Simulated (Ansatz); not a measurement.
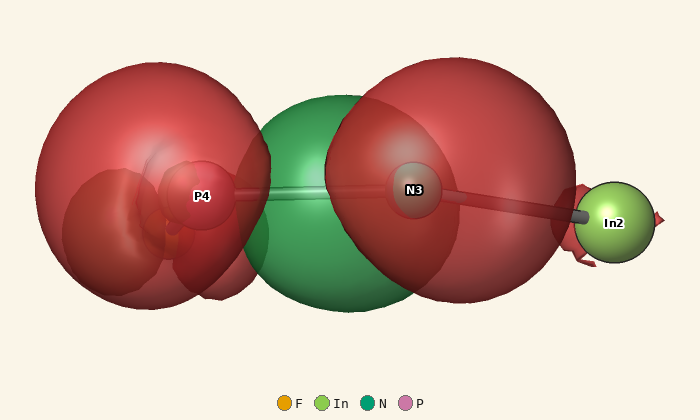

Figure 1: FInNP (SMILES F/P=[N]\[In]) (triplet). One frontier orbital at ±0.15 Å⁻³ᐟ² (green and red are the two phases), seen from one side.

Geometry: r2SCAN-D4/def2-SVP; core potentials replace the inner electrons of In.

Computed with Ansatz 0.2.0, isolated molecule in a Gaussian basis; Kohn-Sham density functional theory, functional PBE0.

Which orbital is it: HOMO (β) or LUMO (β)?

The HOMO (β), at −8.00 eV. It lies mainly on N3 (about 50 %), P4 (about 30 %), In2 (about 15 %) and F1 (about 10 %); it is symmetric in the molecular plane (an in-plane orbital: σ, lone-pair or in-plane π type).
